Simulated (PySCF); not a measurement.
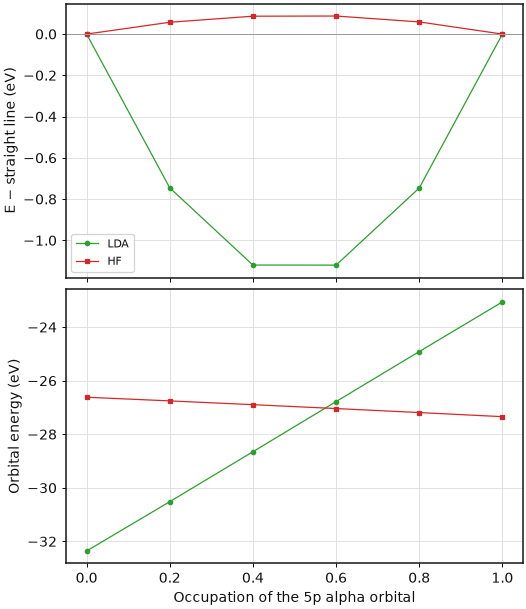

One 5p alpha orbital of Te²⁺ ([Kr] 4d¹⁰ 5s² 5p²) is emptied in steps. The plot gives the energy less the straight line between the integer ends; the lower panel gives the orbital energy. PySCF, aug-cc-pVTZ-PP with a 28-electron core potential, unrestricted single determinants, no spin-orbit coupling.

What do the curves say about each method?

Answer. LDA: convex (delocalisation error), largest departure −1.1 eV, removal energy 27.71 eV, orbital energy from −23.1 eV when full to −32.4 eV when empty; HF: concave (localisation error), largest departure 0.087 eV, removal energy 26.97 eV, orbital energy from −27.3 eV when full to −26.6 eV when empty. The measured removal energy is 27.84 eV. The exact energy is a straight line between whole electron numbers.
